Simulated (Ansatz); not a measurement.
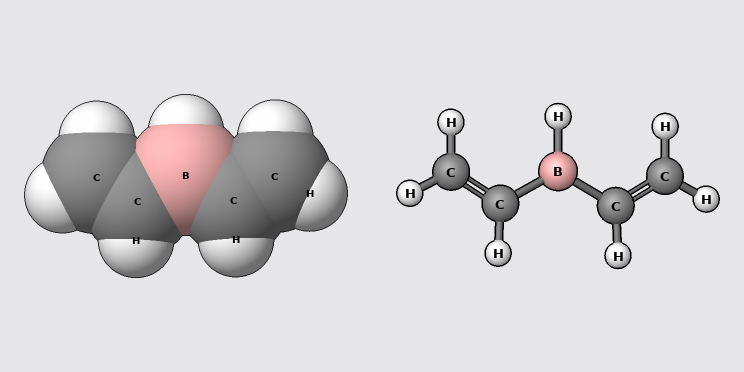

Two views of one molecule.

The geometry was computed by an optimisation with PBE0-D4/def2-TZVP. No frequency run is at hand to confirm it as a minimum.

What does the picture show?

It has 12 atoms: 4 carbon, 7 hydrogen and 1 boron (C4H7B). As SMILES it reads `C=CBC=C`. It has no ring. Among its groups: alkene, B–H bond. The point group is C2v. All atoms lie on one plane. Coordination: 4 C trigonal planar; 1 B trigonal planar.

The parts below concern this one geometry. Atoms keep their numbers from picture to picture.

Geometry

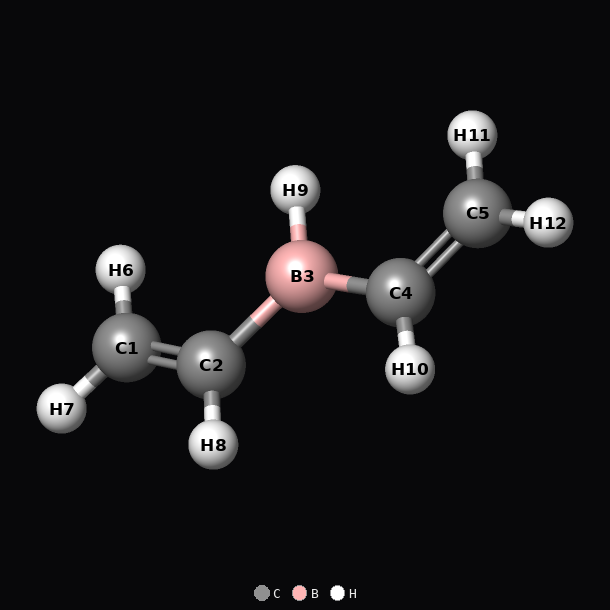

No frequency run is at hand to confirm it as a minimum.

What are the angles C2–B3–C4, C2–B3–H9, C1–C2–B3, B3–C2–H8, C1–C2–H8, C2–C1–H6, C2–C1–H7?

```csv
angle,degrees
C2–B3–C4,123.4
C2–B3–H9,118.3
C1–C2–B3,121.4
B3–C2–H8,121.0
C1–C2–H8,117.6
C2–C1–H6,120.6
C2–C1–H7,123.0
```

Dipole moment

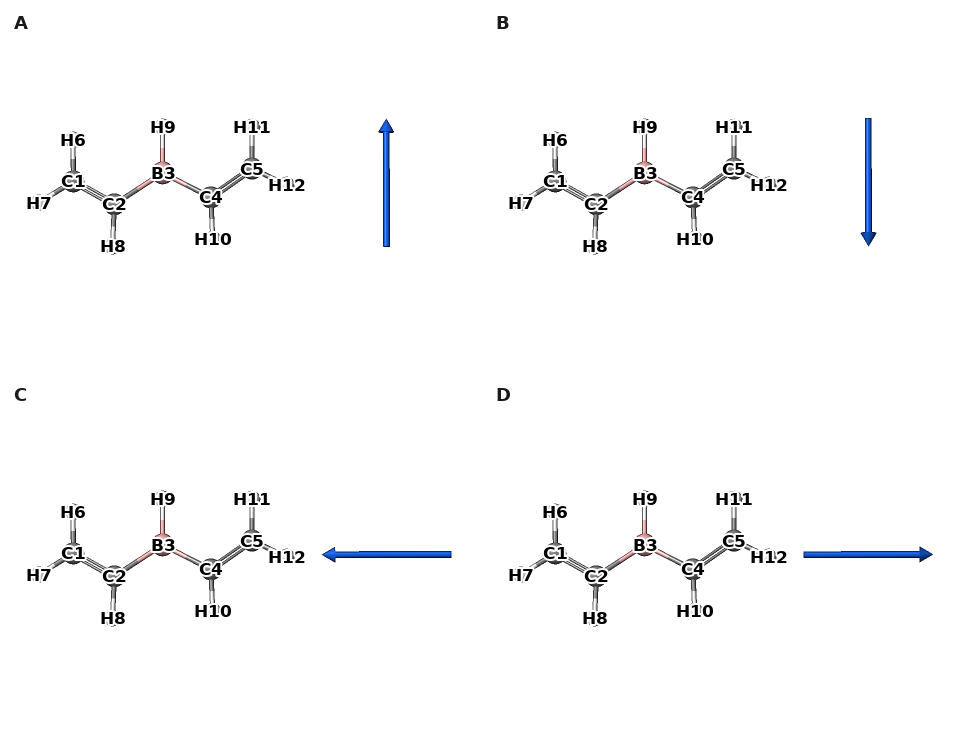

The same molecule four times, each with an arrow. No frequency run is at hand to confirm it as a minimum. Level of theory: RKS PBE0-D4/def2-TZVP (Ansatz 0.2.0).

**Which arrow points along the dipole moment, from the negative to the positive end?**

B. The dipole moment is 0.38 D; it points from the side of H9 to the side of H8, H10 (the outermost atoms at the two ends).

Charges

The questions are on Mulliken charges. No frequency run is at hand to confirm it as a minimum. Level of theory: RKS PBE-D4/def2-TZVPP (Ansatz 0.2.0).

**Which atom carries the highest charge (most positive or least negative)?**

H6, H7, H11, H12 (0.10 e).

**And the lowest?**

C2, C4 (−0.14 e).

List the Mulliken charges.

```json
{"atom": "C1", "value (e)": "−0.13"}
{"atom": "C2", "value (e)": "−0.14"}
{"atom": "B3", "value (e)": "0.01"}
{"atom": "C4", "value (e)": "−0.14"}
{"atom": "C5", "value (e)": "−0.13"}
{"atom": "H6", "value (e)": "0.10"}
{"atom": "H7", "value (e)": "0.10"}
{"atom": "H8", "value (e)": "0.08"}
{"atom": "H9", "value (e)": "−0.03"}
{"atom": "H10", "value (e)": "0.08"}
{"atom": "H11", "value (e)": "0.10"}
{"atom": "H12", "value (e)": "0.10"}
```

Levels of theory compared

No frequency run is at hand to confirm it as a minimum. Program: Ansatz 0.2.0.

Tabulate HOMO energy (eV), HOMO–LUMO gap (eV) at these levels: B3LYP-D4/def2-TZVPP; PBE-D4/def2-TZVPP; PBE0-D4/def2-TZVPP; r2SCAN-D4/def2-TZVPP; ωB97M-V/def2-TZVPP; ωB97X-V/def2-TZVPP.

```tsv
level	HOMO energy (eV)	HOMO–LUMO gap (eV)
B3LYP-D4/def2-TZVPP	−7.61	5.31
PBE-D4/def2-TZVPP	−6.84	3.79
PBE0-D4/def2-TZVPP	−7.85	5.73
r2SCAN-D4/def2-TZVPP	−7.02	4.16
ωB97M-V/def2-TZVPP	−10.02	9.91
ωB97X-V/def2-TZVPP	−10.10	10.12
```

Mulliken values depend strongly on the basis set and can even reverse the polarity of a bond.
